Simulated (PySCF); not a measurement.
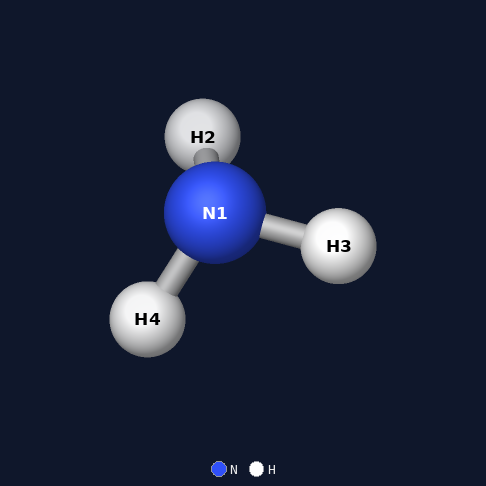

The computed structure is the end point of a GFN2-xTB optimisation. No frequency run is at hand to confirm it as a minimum. Method: B3LYP/pcJ-1 indirect spin-spin coupling, non-relativistic, gas phase (PySCF 2.14.0). Isotopes: 1H, 15N.

Give the spin–spin coupling constants of these pairs, with the number of bonds between them: N1/H4, N1/H2, N1/H3, H2/H3, H2/H4, H3/H4.

| pair | bonds apart | J (Hz) |
| --- | --- | --- |
| N1, H4 | 1 | −63.4 |
| N1, H2 | 1 | −63.3 |
| N1, H3 | 1 | −63.4 |
| H2, H3 | 2 | −9.5 |
| H2, H4 | 2 | −9.5 |
| H3, H4 | 2 | −9.5 |
